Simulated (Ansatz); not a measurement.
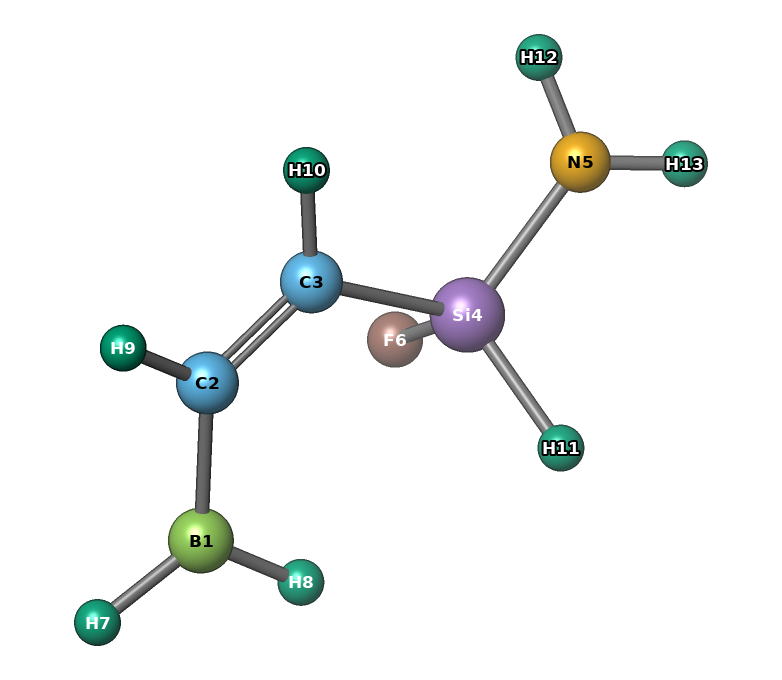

Atoms fade into the background with distance from the viewer. Computed geometry: PBE0-D4/def2-TZVP optimisation. No frequency run is at hand to confirm it as a minimum.

**Find the stereocentres and stereogenic double bonds.**

Centres: Si4; double bonds: C2=C3.

**Give the R/S and E/Z labels.**

Si4: R (priorities F6 > N5 > C3 > H11); C2=C3: Z.

**Give a SMILES with the stereochemistry.**

B/C=C\[Si@H](N)F
